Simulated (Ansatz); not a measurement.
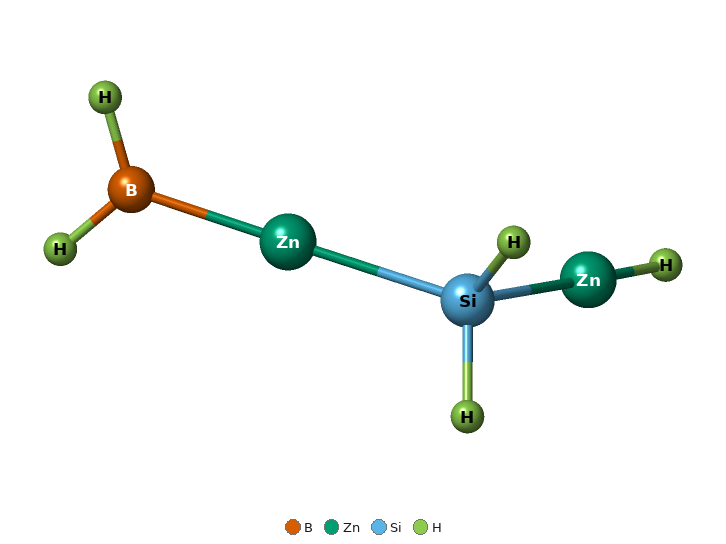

Harmonic vibrations computed with RKS PBE0-D4/def2-TZVP (Ansatz 0.2.0) at a stationary point of the same level.

Question: Is this a minimum or a saddle point?

Answer: A minimum: no imaginary frequency, and the lowest mode lies at 38 cm⁻¹.

Question: How many vibrational modes are there, and where do they lie?

Answer: 21 modes: 38, 46, 94, 108, 266, 268, 356, 406, 406, 494, 516, 571, 594, 805, 909, 1149, 1836, 2150, 2157, 2554, 2632 cm⁻¹.
